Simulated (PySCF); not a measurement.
```xyz
7

C     1.3112    0.2679   -0.8481
B    -0.1744    0.5168   -0.4014
F    -0.4937    1.5580    0.3488
F     2.1975    1.2302   -0.3718
H    -1.0508   -0.2304   -0.7315
H     1.6437   -0.7269   -0.5074
H     1.3709    0.2375   -1.9490
```

Geometry: B3LYP/6-31G*.

Theory: Gaussian-basis quantum chemistry of an isolated molecule with PySCF, energy and nuclear gradient, functional PBE0 in PySCF 2.14.0.

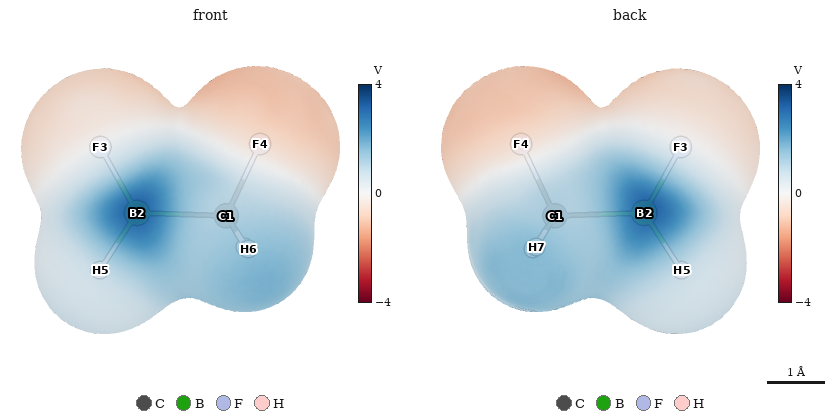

CH$_{3}$BF$_{2}$. The molecular electrostatic potential painted on the density surface at 0.004 e/bohr³, seen from the front and from behind; the colour scale runs from red (negative) to blue (positive).

Question: Describe the electrostatic potential map.

Answer: The most negative region (about −1.2 V) lies over F4, the most positive (about +3.1 V) over B2.
